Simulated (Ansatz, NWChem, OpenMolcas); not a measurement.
## C2H7N (dimethylamine): the atomisation enthalpy at 298 K, rung by rung

C2H7N has 10 atoms, charge 0, and is taken as a singlet. SMILES: `CNC`. The coordinates come from a PBE0-D4/def2-TZVP relaxation.

Each level gives the atomisation enthalpy at 298 K (kJ/mol). The values are calculated. The thermal term (zero-point and 298 K enthalpy, harmonic and unscaled) is that of PBE0-D4/def2-TZVP; the spin-orbit lowering of the free atoms at 298 K, 0.0 kJ/mol by their spectra, is taken off.

**The experiment to reproduce.** Active Thermochemical Tables gives the atomisation enthalpy at 298 K of the gas as 3448 kJ/mol.

```tsv
level	kind	program	value (kJ/mol)	computed − measured	CPU time (all runs)
HF/cc-pVDZ	Hartree–Fock	NWChem	2410	-1038	15 s
SVWN5/cc-pVDZ	LDA	Ansatz	3891	+443	3.1 s
revPBE/cc-pVDZ	GGA	OpenMolcas	3341	-107	42 s
r2SCAN/cc-pVDZ	meta-GGA	OpenMolcas	3383	-65	56 s
PBE0/cc-pVDZ	global hybrid	OpenMolcas	3399	-49	39 s
CAM-B3LYP/cc-pVDZ	range-separated hybrid	NWChem	3409	-39	70 s
HSE06/cc-pVDZ	range-separated hybrid	Ansatz	3403	-45	6.2 s
wB97X/cc-pVDZ	range-separated hybrid	NWChem	3393	-55	83 s
MP2/cc-pVDZ	perturbation theory	NWChem	3179	-269	24 s
CCSD(T)/cc-pVDZ	coupled cluster or CI	Ansatz	3170	-278	11 s
```

Nearest: CAM-B3LYP/cc-pVDZ (-39 kJ/mol); farthest: HF/cc-pVDZ (-1038 kJ/mol). Computed less measured by kind, in kJ/mol (cc-pVDZ rows): Hartree–Fock -1038; LDA +443; GGA -107; meta-GGA -65; global hybrid -49; range-separated hybrid -55 to -39; perturbation theory -269; coupled cluster or CI -278. In a finite basis correlated wave-function methods underbind, so their errors here aren't those of the basis-set limit. Times are those of the runs behind each value, whatever else they computed, on shared processors of several kinds: orders of magnitude only.

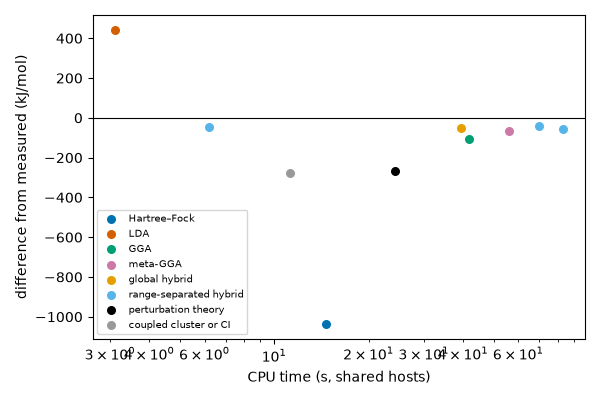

Difference from the measured value against processor time, one point a level.
